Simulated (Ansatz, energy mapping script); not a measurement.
# CoO: energy mapping under PBEsol+U (1.16 eV)

Aim: the exchange couplings of CoO from the energies of a few collinear orders, and the ordering temperature that they give.

Main program and level: Ansatz 0.2.0; PBEsol with U = 1.16 eV on Co d, ortho-atomic projectors; plane waves, U on orthogonalised atomic orbitals unless named otherwise, collinear spin, no spin–orbit coupling.

**What experiment says.**

“On the Elastic Anisotropy of the Entropy-Stabilized Oxide (Mg, Co, Ni, Cu, Zn)O” (2020, arxiv:2004.06613) quotes from earlier work for CoO, rock salt (literature value): ordering temperature (Neel temperature) 291 K [literature value quoted in the paper's theory part].

Report form: the programs' logs are mostly left out.

### 1. Starting point

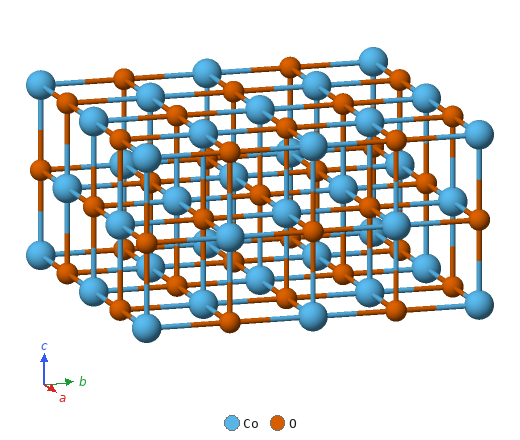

The cell as given, slightly off an axis (cobalt blue, oxygen orange). 2×2×1 cells are drawn. This picture shows the conventional cell, with its axes. Some periodic images of atoms are drawn too.

The U corrects the self-interaction that lets semilocal functionals spread d and f electrons too far. Its value here is typed, not computed.

### 2. A first run with parallel moments

One run in the crystal's own cell, under PBEsol with U = 2.8 eV on Co d, ortho-atomic projectors, shows which elements keep a moment. Transition or f elements with 0.3 μB or more enter the spin model; moments induced on other atoms do not.

The input, input.yaml:

```yaml
crystal:
  lattice:
    - [0.0, 2.1315, 2.1315]
    - [2.1315, 0.0, 2.1315]
    - [2.1315, 2.1315, 0.0]
  atoms:
    - { symbol: Co, position: [0.0, 0.0, 0.0], spin: 3.0 }
    - { symbol: O, position: [0.5, 0.5, 0.5] }
magnetization:
  spin_polarized: true
kpoints:
  mp_grid: { grid: [10, 10, 10] }
hamiltonian:
  xc: pbesol
  hubbard:
    sites: [{ species: Co, l: d, u_eff: 2.8 }]
    projectors: ortho-atomic
scf:
  occupations: { method: fermi_dirac, width: 0.05 }
output:
  eigenvalues: true
```

The run is started by

```sh
ansatz run input.yaml --threads 4 --pin off --max-ram 8192MiB --backend cpu --events-out ev --progress --plain --runs-dir out
```

The job ended after 12 s (4 threads of Arm Neoverse V2, shared host; peak memory 0.81 GiB; 44 s of CPU time).

Spin moment in the sphere by atom:

| atom | spin moment in the sphere (μB) |
| --- | --- |
| Co1 | 2.58 |
| O2 | 0.25 |

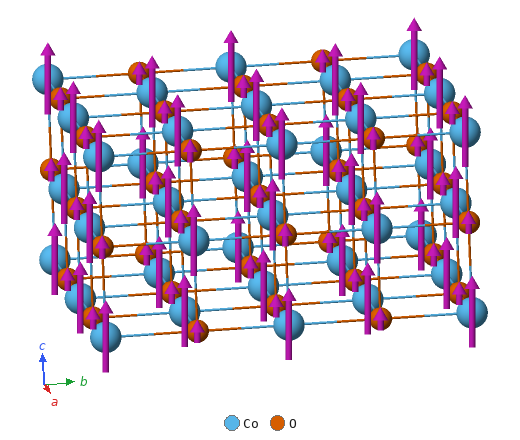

Spin moment in the sphere as arrows, the longest 2.58 μB. Up and down stand for the sign. Arrows give size and sign along the axis of quantisation, drawn up and down the page. Each arrow also spans its atom, so small moments look longer than they are. 2×2×1 conventional cells are drawn. Some periodic images of atoms are drawn too.

The run ends ferromagnetic; Co carries the moments.

### 3. Seed run in the crystal's own cell

A corrected shell can settle in several orbital fillings. One parallel run, with an occupation width a fifth wider than the orders use, therefore is to supply the occupation matrices. All orders start from them.

input.yaml, the sections that differ from step 2:

```yaml
kpoints:
  mp_grid: { grid: [9, 9, 9] }
hamiltonian:
  xc: pbesol
  hubbard:
    sites: [{ species: Co, l: d, u_eff: 1.16 }]
    projectors: ortho-atomic
scf:
  occupations: { method: fermi_dirac, width: 0.06 }
# crystal, magnetization, output: as in step 2
```

Wall time 9.9 s (4 threads); peak memory 0.68 GiB.

Numbers from this step:

```yaml
final_state: ferromagnetic
electrons_in_the_corrected_shells: 7.381 e
largest_moment: 2.531 μB
```

### 4. Run 1 (parallel; cell A, 4 atoms)

Each cell gets its own parallel run on the same mesh, so that most of the mesh error cancels in the differences.

The input, input.yaml:

```yaml
crystal:
  lattice:
    - [0.0, -2.1315, -2.1315]
    - [0.0, 2.1315, -2.1315]
    - [4.263, 0.0, 0.0]
  atoms:
    - { symbol: Co, position: [0.5, 0.5, 0.5], spin: 3.0 }
    - { symbol: Co, position: [0.0, 0.0, 0.0], spin: 3.0 }
    - { symbol: O, position: [0.5, 0.5, 0.0] }
    - { symbol: O, position: [0.0, 0.0, 0.5] }
magnetization:
  spin_polarized: true
kpoints:
  mp_grid: { grid: [7, 7, 5] }
hamiltonian:
  xc: pbesol
  hubbard:
    sites:
      - { species: Co, l: d, u_eff: 1.16 }
      - { site: 0, l: d, u_eff: 1.16, starting_ns: [{ spin: up, occupation_matrix: co1_major }, { spin: down, occupation_matrix: co1_minor }] }
      - { site: 1, l: d, u_eff: 1.16, starting_ns: [{ spin: up, occupation_matrix: co1_major }, { spin: down, occupation_matrix: co1_minor }] }
    projectors: ortho-atomic
    occupation_matrices:
      co1_major:
        matrix:
          - [0.993, 0.0, 0.0, 0.0, 0.0]
          - [0.0, 0.998, 0.0, 0.0, 0.0]
          - [0.0, 0.0, 0.998, 0.0, 0.0]
          - [0.0, 0.0, 0.0, 0.993, 0.0]
          - [0.0, 0.0, 0.0, 0.0, 0.998]
      co1_minor:
        matrix:
          - [0.202, -0.058, -0.058, 0.0, -0.116]
          - [-0.058, 0.666, -0.27, -0.1, 0.27]
          - [-0.058, -0.27, 0.666, 0.1, 0.27]
          - [0.0, -0.1, 0.1, 0.202, 0.0]
          - [-0.116, 0.27, 0.27, 0.0, 0.666]
scf:
  occupations: { method: fermi_dirac, width: 0.05 }
output:
  eigenvalues: true
  write_density: true
  write_potential: true
  elf: true
  volumetric_format: npy
```

It took 6.1 s on 4 threads; peak memory 0.53 GiB; 23 s of CPU time.

Spin moment in the sphere by atom:

| atom | spin moment in the sphere (μB) |
| --- | --- |
| Co1 | 2.54 |
| Co2 | 2.54 |
| O3 | 0.30 |
| O4 | 0.30 |

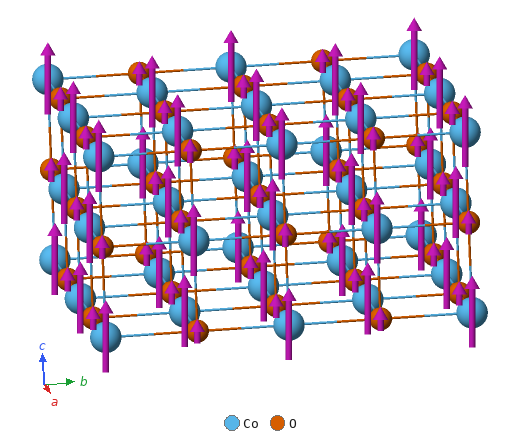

Spin moment in the sphere as arrows, the longest 2.54 μB. Up and down stand for the sign. Arrows give size and sign along the axis of quantisation, drawn up and down the page. Each arrow also spans its atom, so small moments look longer than they are. 2×2×1 conventional cells are drawn. Some periodic images of atoms are drawn too.

The run ends ferromagnetic.

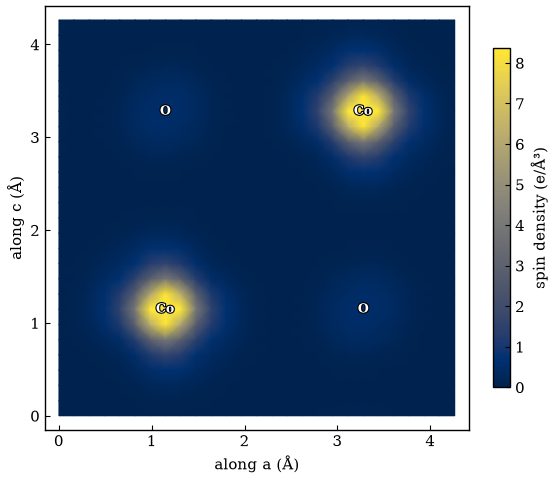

Spin density in the ac plane of the conventional cell at fractional y = 0.000, with atoms of Co and O within 0.2 Å of it. The map starts off the cell's origin, so that atoms lie inside it.

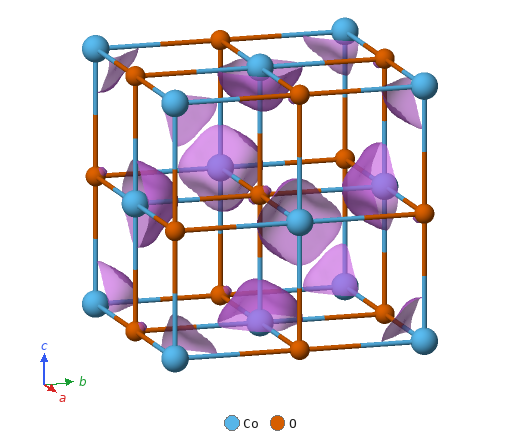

Surface of spin density = 0.51 e/Å³, which holds about 70 % of the integral of its size.

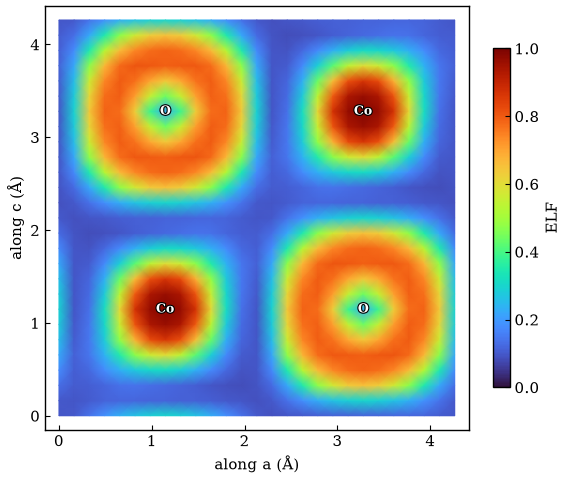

ELF in the ac plane of the conventional cell at fractional y = 0.000, with atoms of Co and O within 0.2 Å of it. It is the smooth field of the valence electrons, not physical close to the nuclei. The map starts off the cell's origin, so that atoms lie inside it.

### 5. Order 2: compensated +−, cell A of 4 atoms

This order reverses 8 of the 12 neighbours at 3.01 Å, 0 of the 6 neighbours at 4.26 Å and 16 of the 24 neighbours at 5.22 Å, counted for an average magnetic atom.

Changes to input.yaml since step 4:

```diff
@@ -7,3 +7,3 @@
     - { symbol: Co, position: [0.5, 0.5, 0.5], spin: 3.0 }
-    - { symbol: Co, position: [0.0, 0.0, 0.0], spin: 3.0 }
+    - { symbol: Co, position: [0.0, 0.0, 0.0], spin: -3.0 }
     - { symbol: O, position: [0.5, 0.5, 0.0] }
@@ -20,3 +20,3 @@
       - { site: 0, l: d, u_eff: 1.16, starting_ns: [{ spin: up, occupation_matrix: co1_major }, { spin: down, occupation_matrix: co1_minor }] }
-      - { site: 1, l: d, u_eff: 1.16, starting_ns: [{ spin: up, occupation_matrix: co1_major }, { spin: down, occupation_matrix: co1_minor }] }
+      - { site: 1, l: d, u_eff: 1.16, starting_ns: [{ spin: up, occupation_matrix: co1_minor }, { spin: down, occupation_matrix: co1_major }] }
     projectors: ortho-atomic
```

Elapsed: 3.6 s, on 4 threads; peak memory 0.51 GiB.

Spin moment in the sphere by atom:

| atom | spin moment in the sphere (μB) |
| --- | --- |
| Co1 | 2.51 |
| Co2 | -2.51 |
| O3 | -0.10 |
| O4 | 0.10 |

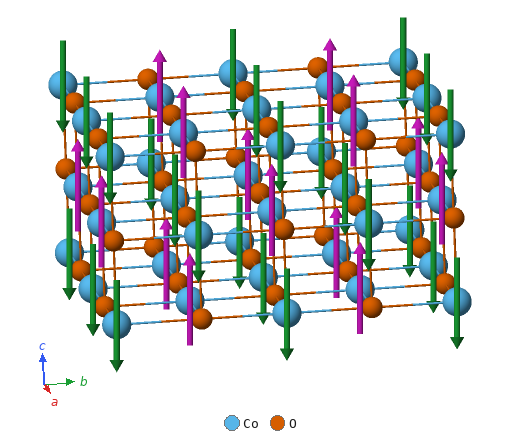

Spin moment in the sphere as arrows, the longest 2.51 μB. Up and down stand for the sign. Arrows give size and sign along the axis of quantisation, drawn up and down the page. The two directions have two colours. 2×2×1 conventional cells are drawn. Some periodic images of atoms are drawn too.

The run ends antiferromagnetic, 39.78 meV a magnetic atom above the parallel order of its cell (energies taken at zero occupation width, not the printed F).

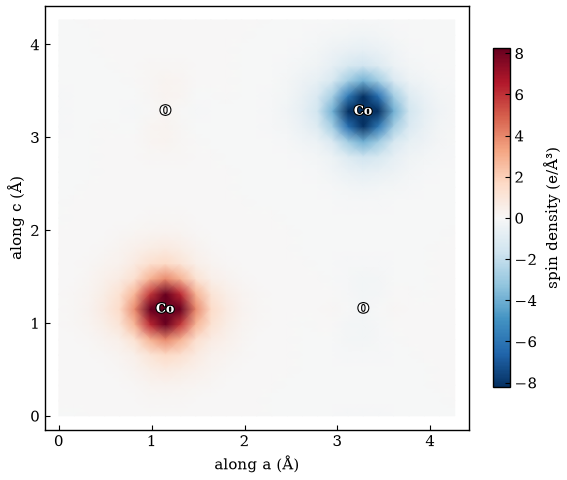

Spin density in the ac plane of the conventional cell at fractional y = 0.000, with atoms of Co and O within 0.2 Å of it. The map starts off the cell's origin, so that atoms lie inside it.

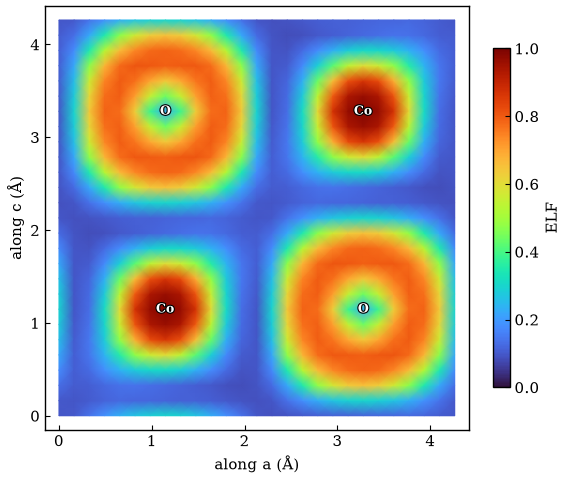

ELF in the ac plane of the conventional cell at fractional y = 0.000, with atoms of Co and O within 0.2 Å of it. It is the smooth field of the valence electrons, not physical close to the nuclei. The map starts off the cell's origin, so that atoms lie inside it.

### 6. Another try at this order

The input is changed once more, to see how this run answers a poor choice.

Changes to input.yaml since step 5:

```diff
@@ -12,2 +12,3 @@
   spin_polarized: true
+  spin_orbit: true
 kpoints:
@@ -37,9 +38,7 @@
           - [-0.116, 0.27, 0.27, 0.0, 0.666]
+  pseudopotentials: { kind: nc }
 scf:
   occupations: { method: fermi_dirac, width: 0.05 }
+  max_iter: 50
 output:
   eigenvalues: true
-  write_density: true
-  write_potential: true
-  elf: true
-  volumetric_format: npy
```

Elapsed: 0.02 s, on 4 threads; peak memory 0.032 GiB.

The input was rejected at the start.

The program's message: “Error: 2 input errors — fix all and re-run”

The change that led to it: magnetization and hamiltonian.pseudopotentials = {"kind": "nc"}.

### 7. Order 3: parallel, cell B of 4 atoms

A new cell needs its own zero of energy.

This run holds the same structure in another cell (c 4.263 → 5.221 Å, α 90.0 → 73.2°, β 90.0 → 73.2°, γ 90.0 → 60.0°).

The input, input.yaml:

```yaml
crystal:
  lattice:
    - [0.0, -2.1315, -2.1315]
    - [-2.1315, 0.0, -2.1315]
    - [2.1315, 2.1315, -4.263]
  atoms:
    - { symbol: Co, position: [0.5, 0.5, 0.5], spin: 3.0 }
    - { symbol: Co, position: [0.0, 0.0, 0.0], spin: 3.0 }
    - { symbol: O, position: [0.75, 0.75, 0.75] }
    - { symbol: O, position: [0.25, 0.25, 0.25] }
magnetization:
  spin_polarized: true
kpoints:
  mp_grid: { grid: [9, 9, 9] }
hamiltonian:
  xc: pbesol
  hubbard:
    sites:
      - { species: Co, l: d, u_eff: 1.16 }
      - { site: 0, l: d, u_eff: 1.16, starting_ns: [{ spin: up, occupation_matrix: co1_major }, { spin: down, occupation_matrix: co1_minor }] }
      - { site: 1, l: d, u_eff: 1.16, starting_ns: [{ spin: up, occupation_matrix: co1_major }, { spin: down, occupation_matrix: co1_minor }] }
    projectors: ortho-atomic
    occupation_matrices:
      co1_major:
        matrix:
          - [0.993, 0.0, 0.0, 0.0, 0.0]
          - [0.0, 0.998, 0.0, 0.0, 0.0]
          - [0.0, 0.0, 0.998, 0.0, 0.0]
          - [0.0, 0.0, 0.0, 0.993, 0.0]
          - [0.0, 0.0, 0.0, 0.0, 0.998]
      co1_minor:
        matrix:
          - [0.202, -0.058, -0.058, 0.0, -0.116]
          - [-0.058, 0.666, -0.27, -0.1, 0.27]
          - [-0.058, -0.27, 0.666, 0.1, 0.27]
          - [0.0, -0.1, 0.1, 0.202, 0.0]
          - [-0.116, 0.27, 0.27, 0.0, 0.666]
scf:
  occupations: { method: fermi_dirac, width: 0.05 }
output:
  eigenvalues: true
```

Run time: 7.9 s. Hardware: 4 threads; peak memory 0.66 GiB; 30 s of CPU time.

The run ends ferromagnetic. For each magnetic atom its energy differs from the parallel run of the first cell by -0.62 meV, an error that one common reference would have brought in.

### 8. Run 4 (compensated +−; cell B, 4 atoms)

This order reverses 6 of the 12 neighbours at 3.01 Å, 6 of the 6 neighbours at 4.26 Å and 12 of the 24 neighbours at 5.22 Å, counted for an average magnetic atom.

Changes to input.yaml since step 7:

```diff
@@ -7,3 +7,3 @@
     - { symbol: Co, position: [0.5, 0.5, 0.5], spin: 3.0 }
-    - { symbol: Co, position: [0.0, 0.0, 0.0], spin: 3.0 }
+    - { symbol: Co, position: [0.0, 0.0, 0.0], spin: -3.0 }
     - { symbol: O, position: [0.75, 0.75, 0.75] }
@@ -20,3 +20,3 @@
       - { site: 0, l: d, u_eff: 1.16, starting_ns: [{ spin: up, occupation_matrix: co1_major }, { spin: down, occupation_matrix: co1_minor }] }
-      - { site: 1, l: d, u_eff: 1.16, starting_ns: [{ spin: up, occupation_matrix: co1_major }, { spin: down, occupation_matrix: co1_minor }] }
+      - { site: 1, l: d, u_eff: 1.16, starting_ns: [{ spin: up, occupation_matrix: co1_minor }, { spin: down, occupation_matrix: co1_major }] }
     projectors: ortho-atomic
```

It took 5.3 s on 4 threads; peak memory 0.64 GiB.

The run ends antiferromagnetic, 131.49 meV a magnetic atom below the parallel order of its cell.

### 9. Parallel start in cell C (6 atoms)

The parallel order again, as the reference for this cell.

The input, input.yaml:

```yaml
crystal:
  lattice:
    - [0.0, -2.1315, -2.1315]
    - [-4.263, 0.0, 0.0]
    - [2.1315, 4.263, -2.1315]
  atoms:
    - { symbol: Co, position: [0.666666667, 0.666666667, 0.333333333], spin: 3.0 }
    - { symbol: Co, position: [0.333333333, 0.333333333, 0.666666667], spin: 3.0 }
    - { symbol: Co, position: [0.0, 0.0, 0.0], spin: 3.0 }
    - { symbol: O, position: [0.666666667, 0.166666667, 0.333333333] }
    - { symbol: O, position: [0.333333333, 0.833333333, 0.666666667] }
    - { symbol: O, position: [0.0, 0.5, 0.0] }
magnetization:
  spin_polarized: true
kpoints:
  mp_grid: { grid: [8, 8, 8] }
hamiltonian:
  xc: pbesol
  hubbard:
    sites:
      - { species: Co, l: d, u_eff: 1.16 }
      - { site: 0, l: d, u_eff: 1.16, starting_ns: [{ spin: up, occupation_matrix: co1_major }, { spin: down, occupation_matrix: co1_minor }] }
      - { site: 1, l: d, u_eff: 1.16, starting_ns: [{ spin: up, occupation_matrix: co1_major }, { spin: down, occupation_matrix: co1_minor }] }
      - { site: 2, l: d, u_eff: 1.16, starting_ns: [{ spin: up, occupation_matrix: co1_major }, { spin: down, occupation_matrix: co1_minor }] }
    projectors: ortho-atomic
    occupation_matrices:
      co1_major:
        matrix:
          - [0.993, 0.0, 0.0, 0.0, 0.0]
          - [0.0, 0.998, 0.0, 0.0, 0.0]
          - [0.0, 0.0, 0.998, 0.0, 0.0]
          - [0.0, 0.0, 0.0, 0.993, 0.0]
          - [0.0, 0.0, 0.0, 0.0, 0.998]
      co1_minor:
        matrix:
          - [0.202, -0.058, -0.058, 0.0, -0.116]
          - [-0.058, 0.666, -0.27, -0.1, 0.27]
          - [-0.058, -0.27, 0.666, 0.1, 0.27]
          - [0.0, -0.1, 0.1, 0.202, 0.0]
          - [-0.116, 0.27, 0.27, 0.0, 0.666]
scf:
  occupations: { method: fermi_dirac, width: 0.05 }
output:
  eigenvalues: true
```

Wall time 23 s (4 threads); peak memory 1.3 GiB; 86 s of CPU time.

The run ends ferromagnetic. For each magnetic atom its energy differs from the parallel run of the first cell by -0.67 meV, an error that one common reference would have brought in.

### 10. Uncompensated ++− start in cell C (6 atoms)

This order reverses 6.67 of the 12 neighbours at 3.01 Å, 2.67 of the 6 neighbours at 4.26 Å and 8 of the 24 neighbours at 5.22 Å, counted for an average magnetic atom.

Changes to input.yaml since step 9:

```diff
@@ -8,3 +8,3 @@
     - { symbol: Co, position: [0.333333333, 0.333333333, 0.666666667], spin: 3.0 }
-    - { symbol: Co, position: [0.0, 0.0, 0.0], spin: 3.0 }
+    - { symbol: Co, position: [0.0, 0.0, 0.0], spin: -3.0 }
     - { symbol: O, position: [0.666666667, 0.166666667, 0.333333333] }
@@ -23,3 +23,3 @@
       - { site: 1, l: d, u_eff: 1.16, starting_ns: [{ spin: up, occupation_matrix: co1_major }, { spin: down, occupation_matrix: co1_minor }] }
-      - { site: 2, l: d, u_eff: 1.16, starting_ns: [{ spin: up, occupation_matrix: co1_major }, { spin: down, occupation_matrix: co1_minor }] }
+      - { site: 2, l: d, u_eff: 1.16, starting_ns: [{ spin: up, occupation_matrix: co1_minor }, { spin: down, occupation_matrix: co1_major }] }
     projectors: ortho-atomic
```

Wall time 34 s (4 threads); peak memory 1.3 GiB.

The run ends ferrimagnetic, 45.38 meV a magnetic atom below the parallel order of its cell.

### 11. Run 7 (parallel; cell D, 6 atoms)

This run holds the same structure in another cell (b 4.263 → 3.014 Å, c 5.221 → 6.740 Å, α 114.1 → 102.9°, β 106.8 → 102.9°).

The input, input.yaml:

```yaml
crystal:
  lattice:
    - [0.0, 2.1315, 2.1315]
    - [0.0, 2.1315, -2.1315]
    - [-6.3945, -2.1315, 0.0]
  atoms:
    - { symbol: Co, position: [0.0, 0.0, 0.0], spin: 3.0 }
    - { symbol: Co, position: [0.333333333, 0.333333333, 0.666666667], spin: 3.0 }
    - { symbol: Co, position: [0.666666667, 0.666666667, 0.333333333], spin: 3.0 }
    - { symbol: O, position: [0.833333333, 0.833333333, 0.666666667] }
    - { symbol: O, position: [0.166666667, 0.166666667, 0.333333333] }
    - { symbol: O, position: [0.5, 0.5, 0.0] }
magnetization:
  spin_polarized: true
kpoints:
  mp_grid: { grid: [8, 8, 8] }
hamiltonian:
  xc: pbesol
  hubbard:
    sites:
      - { species: Co, l: d, u_eff: 1.16 }
      - { site: 0, l: d, u_eff: 1.16, starting_ns: [{ spin: up, occupation_matrix: co1_major }, { spin: down, occupation_matrix: co1_minor }] }
      - { site: 1, l: d, u_eff: 1.16, starting_ns: [{ spin: up, occupation_matrix: co1_major }, { spin: down, occupation_matrix: co1_minor }] }
      - { site: 2, l: d, u_eff: 1.16, starting_ns: [{ spin: up, occupation_matrix: co1_major }, { spin: down, occupation_matrix: co1_minor }] }
    projectors: ortho-atomic
    occupation_matrices:
      co1_major:
        matrix:
          - [0.993, 0.0, 0.0, 0.0, 0.0]
          - [0.0, 0.998, 0.0, 0.0, 0.0]
          - [0.0, 0.0, 0.998, 0.0, 0.0]
          - [0.0, 0.0, 0.0, 0.993, 0.0]
          - [0.0, 0.0, 0.0, 0.0, 0.998]
      co1_minor:
        matrix:
          - [0.202, -0.058, -0.058, 0.0, -0.116]
          - [-0.058, 0.666, -0.27, -0.1, 0.27]
          - [-0.058, -0.27, 0.666, 0.1, 0.27]
          - [0.0, -0.1, 0.1, 0.202, 0.0]
          - [-0.116, 0.27, 0.27, 0.0, 0.666]
scf:
  occupations: { method: fermi_dirac, width: 0.05 }
output:
  eigenvalues: true
```

The job ended after 22 s (4 threads; peak memory 1.3 GiB; 85 s of CPU time).

The run ends ferromagnetic. For each magnetic atom its energy differs from the parallel run of the first cell by -0.77 meV, an error that one common reference would have brought in.

(Continued in part 2 of 2.)

[Logs and program files are shortened in this print: banners, set-up blocks, solver, clock and traceback lines can be left out without a mark of their own.]

[Logs are printed without paths, hosts, clocks, repeated set-up lines and the standing remarks that a program may print on its own settings, such as how far it seeks lower states.]

[Hosts, paths, dates, database ids (printed as entryN), source tags and the programs' standing remarks are cut or masked in the printed files.]

[Where a cell is said to come from a database of computed structures, the database is the Materials Project.]
